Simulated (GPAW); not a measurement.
## Te K ELNES/XANES of zinc-blende (ZnTe)₁₋ₓ(CdTe)ₓ at x = 0.875 from DFT

What does the Te K edge look like in zinc-blende (ZnTe)₁₋ₓ(CdTe)ₓ at x = 0.875?

Calculated with GPAW 26.7.0; X-ray absorption from dipole matrix elements to empty bands, plane-wave PAW PBE.

## 1. Starting point

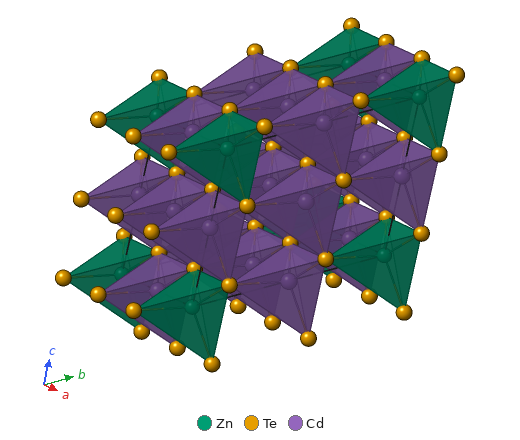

Start, viewed slightly off an axis; zinc teal, tellurium orange, cadmium purple. Some periodic images of atoms are drawn too.

The cell holds 16 atoms: 1 Zn, 8 Te and 7 Cd. Cell: a = 9.099 Å, b = 9.099 Å, c = 9.099 Å, α = 60.0°, β = 60.0°, γ = 60.0°. 16-atom zinc-blende cell, 7 of 8 Zn sites taken by Cd at random, lattice constants typed for the ends and interpolated (Vegard).

## 2. Relaxation

The cell was built by hand, so its atoms are relaxed first: near-edge features follow bond lengths closely.

Input file relax.py:

```python
import numpy as np
from ase import Atoms
from ase.parallel import parprint, paropen
from gpaw import GPAW, PW, FermiDirac, Mixer, MixerDif, setup_paths
from ase.optimize import BFGS

atoms = Atoms('ZnTeCdTeCdTeCdTeCdTeCdTeCdTeCdTe',
    cell=[[0, 6.433875, 6.433875],
     [6.433875, 0, 6.433875],
     [6.433875, 6.433875, 0]],
    scaled_positions=[[0.999838, 0.999403, 0.99963],
     [0.125206, 0.124533, 0.123284],
     [0.000358, 0.999155, 0.501611],
     [0.125957, 0.1252, 0.624562],
     [0.001177, 0.502384, 0.998174],
     [0.126201, 0.62576, 0.124534],
     [0.99948, 0.500305, 0.501734],
     [0.125738, 0.627775, 0.622273],
     [0.499628, 0.003318, 0.997879],
     [0.626404, 0.126111, 0.123372],
     [0.502238, 0.997005, 0.501336],
     [0.627509, 0.127388, 0.623968],
     [0.500804, 0.500641, 0.997504],
     [0.625388, 0.624226, 0.123884],
     [0.497895, 0.499725, 0.49876],
     [0.626551, 0.623213, 0.623579]],
    pbc=True)
atoms.calc = GPAW(legacy_gpaw=True, mode=PW(400, force_complex_dtype=True), xc='PBE', setups={},
    kpts={'size': (3, 3, 3), 'gamma': True}, occupations=FermiDirac(0.08),
    charge=0, mixer=Mixer(0.1, 5, 50), maxiter=150,
    convergence={'density': 0.0001, 'eigenstates': 1e-6}, txt='relax.txt')
steps = []
opt = BFGS(atoms, logfile='-')
opt.attach(lambda: steps.append([atoms.get_potential_energy(), float(np.linalg.norm(atoms.get_forces(), axis=1).max())]))
done = opt.run(fmax=0.05, steps=30)
out = dict(done=bool(done), steps=steps, frac=atoms.get_scaled_positions().tolist())
import json
with paropen('out.json', 'w') as f:
    json.dump(out, f)
```

Launch:

```console
$ OMP_NUM_THREADS=1 mpirun -n 4 gpaw python relax.py
```

Numbers of over 12 decimals in the logs are rounded to 6 here.

Output:

```text
Input parameters:
  convergence: {density: 0.0001,
                eigenstates: 1e-06}
  kpts: {gamma: True,
         size: (3, 3, 3)}
  maxiter: 150
  mixer: {backend: pulay,
          beta: 0.1,
          method: separate,
          nmaxold: 5,
          weight: 50}
  mode: {ecut: 400.0,
         force_complex_dtype: True,
         name: pw}
  occupations: {fixmagmom: False,
                name: fermi-dirac,
[...]
Forces in eV/Ang:
[...]
14 Cd    0.00740    0.00652    0.00551
 15 Te    0.02539    0.02277    0.02834
Step     Time          Energy          fmax
BFGS:    0 03:16:05      -39.560014        0.747571
BFGS:    1 03:16:30      -39.590959        0.689594
BFGS:    2 03:17:10      -39.723408        0.183352
BFGS:    3 03:17:38      -39.730001        0.123793
[...]
BFGS:    8 03:19:45      -39.736852        0.052207
BFGS:    9 03:20:02      -39.737386        0.044344
[key lines of the parts left out:]
Converged after 4 iterations.
Dipole moment: (-41.606398, -41.817251, -42.725410) |e|*Ang
Free energy:    -39.737386
Fermi level: 4.22333
```

The job ended after 5.1 min (4 MPI ranks of AMD EPYC 7R13 (Zen 3), shared host; peak memory 0.43 GiB; 20 min of CPU time).

In 9 steps the energy fell by 177 meV (energies extrapolated to zero smearing) and the largest force to 0.044 eV/Å. Atom 4 (Te; the text counts from 1, the script from 0) is among those that moved most, by 0.12 Å.

## 3. Ground state of the crystal

A plain self-consistent run shows whether there is a gap, which decides the set-up of the core-hole run.

Input file scf.py:

```python
import numpy as np
from ase import Atoms
from ase.parallel import parprint, paropen
from gpaw import GPAW, PW, FermiDirac, Mixer, MixerDif, setup_paths
from gpaw.test import gen
setup_paths.insert(0, '.')
gen('Te', name='nch1s', xcname='PBE', corehole=(1, 0, 0), write_xml=True)
from gpaw.mpi import world
world.barrier()

atoms = Atoms('ZnTeCdTeCdTeCdTeCdTeCdTeCdTeCdTe',
    cell=[[0, 6.433875, 6.433875],
     [6.433875, 0, 6.433875],
     [6.433875, 6.433875, 0]],
    scaled_positions=[[0.0002098, 0.0000048, 0.9993618],
     [0.1198065, 0.1206534, 0.1186357],
     [0.0026216, 0.0027665, 0.4974435],
     [0.1216177, 0.1195913, 0.6402886],
     [0.0021022, 0.4994144, 0.0008495],
     [0.120472, 0.6407847, 0.1196984],
     [0.001827, 0.498458, 0.4988017],
     [0.1249968, 0.6262752, 0.6242393],
     [0.4983961, 0.0028034, 0.0007171],
     [0.641028, 0.1199841, 0.1196776],
     [0.5007656, 0.0000858, 0.4988153],
     [0.6260486, 0.1257623, 0.6242556],
     [0.499512, 0.4989771, 0.9997641],
     [0.6256812, 0.626078, 0.1228662],
     [0.4996587, 0.5005148, 0.4973952],
     [0.625572, 0.6240572, 0.6234072]],
    pbc=True)
atoms.calc = calc = GPAW(legacy_gpaw=True, mode=PW(400, force_complex_dtype=True), xc='PBE', setups={1: 'nch1s'},
    kpts={'size': (2, 2, 2), 'gamma': True}, occupations=FermiDirac(0.05),
    charge=0, mixer=Mixer(0.1, 5, 50), maxiter=150,
    convergence={'density': 0.0001, 'eigenstates': 1e-6}, txt='scf.txt')
energy = atoms.get_potential_energy() + calc.get_reference_energy()
ef = calc.get_fermi_level()
out = dict(energy=energy, fermi=ef, forces=atoms.get_forces().tolist())
parprint(f'all-electron energy {energy:.4f} eV, Fermi level {ef:.4f} eV')
ev = np.array([[calc.get_eigenvalues(k, s) for k in range(len(calc.get_ibz_k_points()))] for s in range(calc.get_number_of_spins())])
out['homo'], out['lumo'], out['counts'] = ev[ev < ef].max(), ev[ev > ef].min(), sorted(set((ev < ef).sum((0, 2)).tolist()))
out['filled'] = (ev[:, 0] < ef).sum(1).tolist()
import json
with paropen('out.json', 'w') as f:
    json.dump(out, f)
```

Launch:

```console
$ OMP_NUM_THREADS=1 mpirun -n 4 gpaw python scf.py
```

Output:

```text
Input parameters:
  convergence: {density: 0.0001,
                eigenstates: 1e-06}
  kpts: {gamma: True,
         size: (2, 2, 2)}
  maxiter: 150
  mixer: {backend: pulay,
          beta: 0.1,
          method: separate,
          nmaxold: 5,
          weight: 50}
  mode: {ecut: 400.0,
         force_complex_dtype: True,
         name: pw}
  occupations: {fixmagmom: False,
                name: fermi-dirac,
                width: 0.05}
  setups: {1: nch1s}
  xc: PBE

Initialize ...

[... PAW data sets ...]

Reference energy: -2592398.623963  # eV

Spin-paired calculation

[... convergence settings ...]
Symmetries present (total): 1
  [... symmetry matrices ...]

8 k-points: 2 x 2 x 2 Monkhorst-Pack grid + [1/4,1/4,1/4]
8 k-points in the irreducible part of the Brillouin zone
       k-points in crystal coordinates                weights
   0:     0.00000000    0.00000000    0.00000000          1/8
   1:     0.00000000    0.00000000    0.50000000          1/8
   2:     0.00000000    0.50000000    0.00000000          1/8
   3:     0.00000000    0.50000000    0.50000000          1/8
   4:     0.50000000    0.00000000    0.00000000          1/8
   5:     0.50000000    0.00000000    0.50000000          1/8
   6:     0.50000000    0.50000000    0.00000000          1/8
   7:     0.50000000    0.50000000    0.50000000          1/8

Wave functions: Plane wave expansion
  Cutoff energy: 400.000 eV
  Number of coefficients (min, max): 9640, 9721
  Pulay-stress correction: 0.000000 eV/Ang^3 (de/decut=0.000000)
  Using FFTW library
  Wavefunction extrapolation:
    Improved wavefunction reuse through dual PAW basis

Occupation numbers: Fermi-Dirac:
  width: 0.0500  # eV

Eigensolver
   Davidson(niter=2)

Densities:
  Coarse grid: 42*42*42 grid
  Fine grid: 84*84*84 grid
  Total Charge: 0.000000

Density mixing:
  Method: separate
  Backend: pulay
  Linear mixing parameter: 0.1
  old densities: 5
  Width of damping distribution: 1.1
  Damping of long wavelength oscillations: 50

[... Hamiltonian set-up ...]
Number of atoms: 16
Number of atomic orbitals: 104
Number of bands in calculation: 91
Number of valence electrons: 144
Bands to converge: occupied

... initialized

Initializing position-dependent things.

Density initialized from atomic densities
Creating initial wave functions:
  91 bands from LCAO basis set

                               Te
                     Te             Cd

                          Cd
                       Te
              Te
                             Te
                   CTe
         Cd             Cd

               Cd     Te
                          Zn
            Te   Cd

Atomic positions and initial magnetic moments

Positions:
   0 Zn     6.429800    6.431119    0.001381    ( 0.0000,  0.0000,  0.0000)
   1 Te     1.539556    1.534107    1.547089    ( 0.0000,  0.0000,  0.0000)
   2 Cd     3.218289    3.217356    0.034666    ( 0.0000,  0.0000,  0.0000)
   3 Te     4.888972    4.902010    1.551909    ( 0.0000,  0.0000,  0.0000)
   4 Cd     3.218635    0.018991    3.226695    ( 0.0000,  0.0000,  0.0000)
   5 Te     4.892853    1.545226    4.897830    ( 0.0000,  0.0000,  0.0000)
   6 Cd     6.416244    3.220982    3.218771    ( 0.0000,  0.0000,  0.0000)
[...]
13 Te     4.818613    4.816060    8.053662    ( 0.0000,  0.0000,  0.0000)
  14 Cd     6.420428    6.414920    6.434991    ( 0.0000,  0.0000,  0.0000)
  15 Te     8.026030    8.035776    8.039958    ( 0.0000,  0.0000,  0.0000)

Unit cell:
           periodic     x           y           z      points  spacing
  1. axis:    yes    0.000000    6.433875    6.433875    42     0.1769
  2. axis:    yes    6.433875    0.000000    6.433875    42     0.1769
  3. axis:    yes    6.433875    6.433875    0.000000    42     0.1769

  Lengths:   9.098873   9.098873   9.098873
  Angles:   60.000000  60.000000  60.000000

Effective grid spacing dv^(1/3) = 0.1930

iter:   1   -40.842575
iter:   2   -40.303817   -1.33  -1.25
iter:   3   -39.281170   -1.45  -1.32
iter:   4   -39.284140   -2.73  -1.61
iter:   5   -39.679622   -1.79  -1.64
iter:   6   -39.267228   -2.21  -1.99
iter:   7   -39.265965   -2.59  -2.50
iter:   8   -39.258304c  -3.89  -2.81
iter:   9   -39.257745c  -4.36  -3.19
iter:  10   -39.257677c  -4.71  -3.24
iter:  11   -39.257721c  -4.72  -3.49
iter:  12   -39.257626c  -5.86  -3.73
iter:  13   -39.257577c  -5.02  -3.75
iter:  14   -39.257554c  -6.21c -3.98
iter:  15   -39.257553c  -7.05c -4.22c

Converged after 15 iterations.

Dipole moment: (-41.475045, -41.685513, -42.591760) |e|*Ang

Energy contributions relative to reference atoms: (reference = -2592398.623963)

Kinetic:       +159.950469
Potential:     -145.152001
External:        +0.000000
XC:             -56.770185
Entropy (-ST):   -0.000185
Local:           +2.714255
SIC:             +0.000000
--------------------------
Free energy:    -39.257646
Extrapolated:   -39.257553

Showing only first 2 kpts
 Kpt  Band  Eigenvalues  Occupancy
  0    70      3.80300    1.99943
  0    71      3.80410    1.99942
  0    72      4.56441    0.00171
  0    73      5.54268    0.00000

  1    70      3.41546    2.00000
  1    71      3.41777    2.00000
  1    72      5.64010    0.00000
  1    73      5.89692    0.00000

Fermi level: 4.21131

Gap: 0.760 eV
Transition (v -> c):
  (s=0, k=0, n=71, [0.00, 0.00, 0.00]) -> (s=0, k=0, n=72, [0.00, 0.00, 0.00])
No difference between direct/indirect transitions

Forces in eV/Ang:
  0 Zn    0.00301    0.00192   -0.00065
  1 Te    0.00676    0.00846    0.00021
  2 Cd   -0.00068   -0.00370    0.00705
  3 Te   -0.00266   -0.00859    0.00194
  4 Cd   -0.00480    0.00578    0.00146
  5 Te   -0.00257    0.00422    0.00102
  6 Cd   -0.01087    0.00081    0.00518
[...]
13 Te   -0.00827   -0.01865    0.01637
 14 Cd    0.00775    0.00672    0.00393
 15 Te    0.01563    0.01538    0.00741
Scalar-relativistic atomic PBE calculation for Te (Tellurium, Z=52)
Core hole in 1s state (1s occupation: 2.0)
750 radial gridpoints.
|------------------------------------------------|
|------------------------------------------------|
[... the atom generator's iteration count ...]

Energy contributions:
-------------------------
Kinetic:    +7108.250787
XC:          -175.472212
Potential: -13723.711045
-------------------------
Total:      -6790.932470

state      eigenvalue         ekin         rmax
-----------------------------------------------
1s^2.0 : -1160.814298  1480.750456        0.018
2s^2.0 :  -178.080016   309.379001        0.101
2p^6.0 :  -160.017845   291.944121        0.081
3s^2.0 :   -35.440441    89.454795        0.293
3p^6.0 :   -29.546334    82.849566        0.286
3d^10.0:   -20.582915    75.521181        0.238
4s^2.0 :    -6.034797    24.833656        0.701
4p^6.0 :    -4.205216    21.277200        0.738
4d^10.0:    -1.530975    15.102676        0.811
5s^2.0 :    -0.554494     3.827682        1.795
5p^4.0 :    -0.218855     2.273928        2.171
-----------------------------------------------
(units: Bohr and Hartree)

Generating PAW setup
Kinetic energy of the core from tauc = 7310.467156875993
Cutoffs:
rc(s)=2.230
rc(p)=2.260
rc(d)=2.340
rc(vbar)=2.160
rc(comp)=2.160
rc(nct)=2.340

Kinetic energy of the core states: 7091.499712
Charge: 0.0
Core electrons: 46.0
Valence electrons: 6.0
Pseudo-core charge: 1.877763
Shape function alpha=2.143
Pseudo-electron charge 8.550409
state    eigenvalue         norm
--------------------------------
5s(2) :    -0.554494     1.250797
*s    :     0.445506
5p(4) :    -0.218855     1.042763
*p    :     0.781145
*d    :     0.000000
--------------------------------

Diagonalizing with gridspacing h=0.050

state   all-electron     PAW
-------------------------------
5s:      -0.554494    -0.557554
5p:      -0.218855    -0.220050
*d:                    0.032254
*f:                    0.070321
-------------------------------
all-electron energy -2592437.8815 eV, Fermi level 4.2113 eV
```

Wall time 41 s (4 MPI ranks); peak memory 0.41 GiB; 2.7 min of CPU time.

The mesh shows a gap of 0.76 eV. The excited electron is kept all the same, so that all members of the series, with or without a gap, are treated alike.

## 4. Reference energy of the cell

The photon energy needs a difference of total energies, so the cell and mesh of the coming hole run are first run without a hole.

scf.py: that of step 3 with these lines changed.

```diff
@@ -32,3 +32,3 @@
 atoms.calc = calc = GPAW(legacy_gpaw=True, mode=PW(400, force_complex_dtype=True), xc='PBE', setups={1: 'nch1s'},
-    kpts={'size': (2, 2, 2), 'gamma': True}, occupations=FermiDirac(0.05),
+    kpts={'size': (3, 3, 3), 'gamma': True}, occupations=FermiDirac(0.02),
     charge=0, mixer=Mixer(0.1, 5, 50), maxiter=150,
```

Output:

```text
Input parameters:
  convergence: {density: 0.0001,
                eigenstates: 1e-06}
  kpts: {gamma: True,
         size: (3, 3, 3)}
  maxiter: 150
  mixer: {backend: pulay,
          beta: 0.1,
          method: separate,
          nmaxold: 5,
          weight: 50}
  mode: {ecut: 400.0,
         force_complex_dtype: True,
         name: pw}
  occupations: {fixmagmom: False,
                name: fermi-dirac,
[...]
5s(2) :    -0.554494     1.250797
*s    :     0.445506
5p(4) :    -0.218855     1.042763
*p    :     0.781145
*d    :     0.000000
--------------------------------

Diagonalizing with gridspacing h=0.050

state   all-electron     PAW
-------------------------------
5s:      -0.554494    -0.557554
5p:      -0.218855    -0.220050
*d:                    0.032254
*f:                    0.070321
-------------------------------
all-electron energy -2592438.3597 eV, Fermi level 4.1731 eV
[key lines of the parts left out:]
Converged after 14 iterations.
Dipole moment: (-41.602916, -41.813607, -42.721023) |e|*Ang
Free energy:    -39.735709
Fermi level: 4.17312
```

Elapsed: 64 s, on 4 MPI ranks; peak memory 0.43 GiB.

Reference energy: -2592438.360 eV with the cores included.

(Part 1 of 2 ends here.)

[Banner, clock and machine lines of the logs are left out without a mark of their own.]

[Logs are printed without paths, hosts, clocks, repeated set-up lines and the standing remarks that a program may print on its own settings, such as how far it seeks lower states.]

[Hosts, paths, dates, database ids (printed as entryN), source tags and the programs' standing remarks are cut or masked in the printed files.]

[Lists of maxima count a maximum above −3 eV only where it reaches 4 % of the highest in the window and stands out from its surroundings by 2 % of it (1.5 % where it reaches 55 %); shoulders and weaker maxima are passed over, and of the rest the first, up to two pre-edge ones and the few strongest are named.]
